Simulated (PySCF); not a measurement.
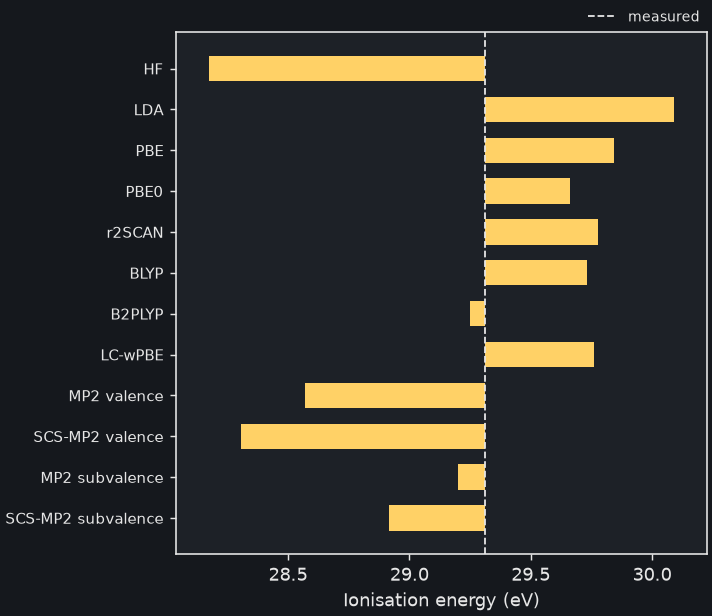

The ionisation energy of an atom or ion with 21 electrons in the configuration [Ar] 3d³ by several methods. PySCF, x2c-QZVPPall plus 1 diffuse shell for each l, spin-free X2C-1e, unrestricted single determinants, no spin-orbit coupling. Methods marked “valence” freeze 18 core electrons; methods marked “subvalence” freeze 10 core electrons.

Question: Which atom or ion is it?

Answer: V²⁺. The values run from 28.17 eV (HF) to 30.09 eV (LDA). The measured value is 29.31 eV; nearest to it come B2PLYP (−0.06) and MP2 subvalence (−0.11), furthest HF (−1.14 eV). These values lack spin-orbit coupling; with the first-order correction of −0.0088 eV added, B2PLYP comes nearest (−0.07).
